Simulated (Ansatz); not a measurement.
Hypothetical diamond Zr: pressure series

Start from Zr in the diamond structure (space group Fd-3m, No. 227; a = 6.278 Å; a hypothetical phase, not in the database extracts checked).

Cell and atoms are relaxed at each pressure.

All numbers come from DFT with PBE, PAW potentials and a 420 eV plane-wave cutoff in Ansatz (a first-principles code), no spin-orbit coupling.

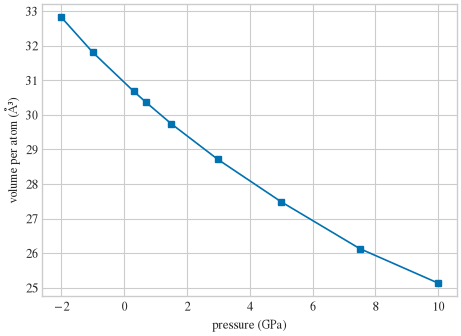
Figure: Volume against pressure

Task: Estimate the zero-pressure bulk modulus from the plot.

Result: About 36 GPa; a third-order Birch–Murnaghan fit to the points gives V₀ = 30.91 Å³/atom, B₀ = 36 GPa and B₀′ = 2.9.

Load acts through the strain it causes; cell and atoms are relaxed under it. Stability against distortions was not tested. Competing high-pressure phases were not computed. The final runs are not spin-polarised. Zr has a high density of states at the Fermi level and may be magnetic at this level.
